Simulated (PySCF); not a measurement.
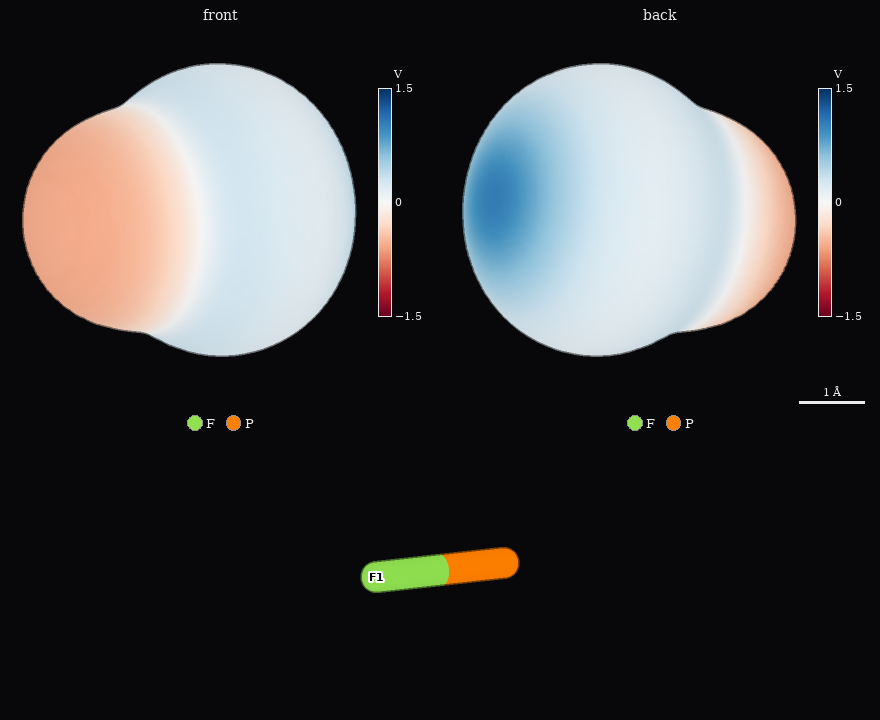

Figure. PF (PF) (triplet). The electrostatic potential painted on the density surface at 0.001 e/bohr³, seen from the front and from behind; the colour scale runs from red (negative) to blue (positive). The bare structure is drawn below in the same view.

Geometry: PBE0-D3(BJ)/def2-SVP.

These are results of UKS B3LYP, IGLO-III on F P, non-relativistic, mean-field spin-orbit, GIAO in PySCF, not measurements.

**Describe the electrostatic potential map.**

The most negative region (about −0.6 V, or −14 kcal/mol for a unit charge) lies over F1, the most positive (about +1.0 V, or +23 kcal/mol for a unit charge) over P2.
